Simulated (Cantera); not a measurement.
Feed: 1 mol NiS, a varied amount of H₂, equilibrated at 1600 K and 1 atm.

Cantera equilibrium calculation (NASA polynomials, part measured and part estimated; ideal gas, pure solids and liquids). Candidate condensed phases: Ni, NiS, NiS₂, Ni₃S₂, Ni₃S₄, S; 9 gas species. Metal and sulfide melt together well below either melting point, which pure phases cannot show. Mutual solubility and eutectic melting of coexisting phases are not modelled. Equilibrium is a limit: real reactors are often held back by kinetics, nucleation or transport.

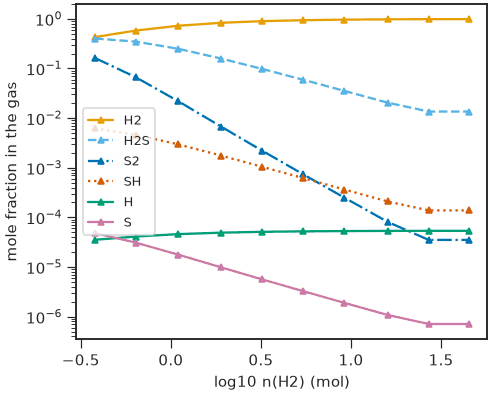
Fig. 1. Equilibrium gas composition (values under 1e-9 drawn at 1e-9)

Problem. Read off the mole fractions at 1.1 mol H₂.

Solution. H₂ about 0.73, H₂S about 0.25, S₂ about 0.022, SH about 0.0030, H about 4.6e-5, S about 1.8e-5.
